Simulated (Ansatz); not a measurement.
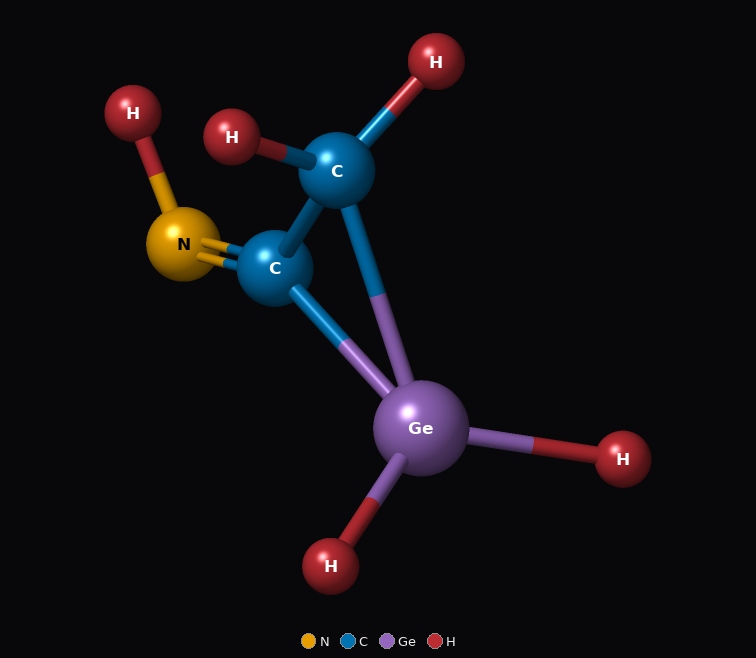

Harmonic vibrations computed with RKS PBE0-D4/def2-TZVP (Ansatz 0.2.0) at a stationary point of the same level.

> Minimum or transition state?

A minimum: no imaginary frequency, and the lowest mode lies at 103 cm⁻¹.

> List the wavenumbers.

21 modes: 103, 324, 412, 473, 482, 559, 593, 722, 820, 849, 931, 954, 1062, 1234, 1379, 1790, 2183, 2206, 3101, 3186, 3368 cm⁻¹.
